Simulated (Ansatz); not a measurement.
The starting structures come from a database of crystals and need not be the phases stable at ambient conditions.

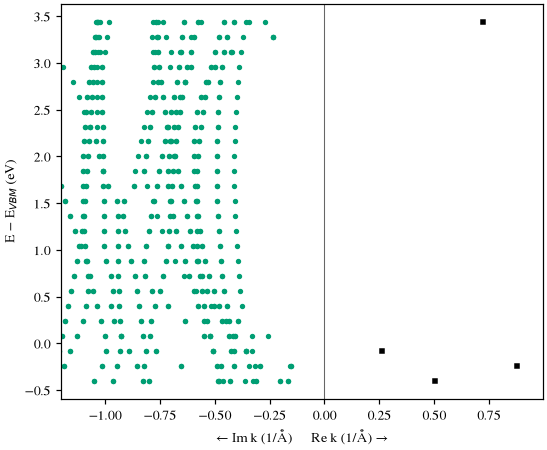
Figure. Complex bands at the centre of the two-dimensional zone; PBEsol (Ansatz, an electronic-structure program)

No gap correction and no spin-orbit coupling; mid-gap is the computed energy nearest the middle.

**Question.** This is NbPO₅ (P4/n, 14 atoms a cell, 12.8 Å³ an atom, -7 GPa at this level) along the normal of (111). Read off the slowest decay at the centre of the two-dimensional zone at 1.68 eV, the computed energy nearest the middle of the gap.

**Answer.** κ ≈ 0.41 1/Å, a decay length 1/(2κ) of the density of 1.2 Å.
